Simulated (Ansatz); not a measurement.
The reference is GaAs in the zinc blende structure (space group F-43m, No. 216; a = 5.659 Å).

Modification: every lattice vector is stretched by 0.50 %; the atoms relax in the strained cell.

Calculations: PBEsol/PAW in Ansatz (a program for electronic structure), no spin-orbit coupling.

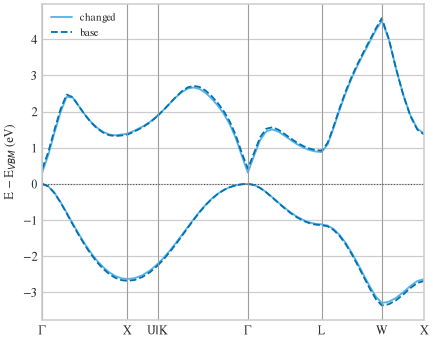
Figure. Highest valence and lowest conduction band along the path, each from its own valence-band maximum

Question: From the figure, how large is the changed gap, and is it direct?

Answer: About 0.3 eV, direct at Γ.

No phonon test of stability was made.
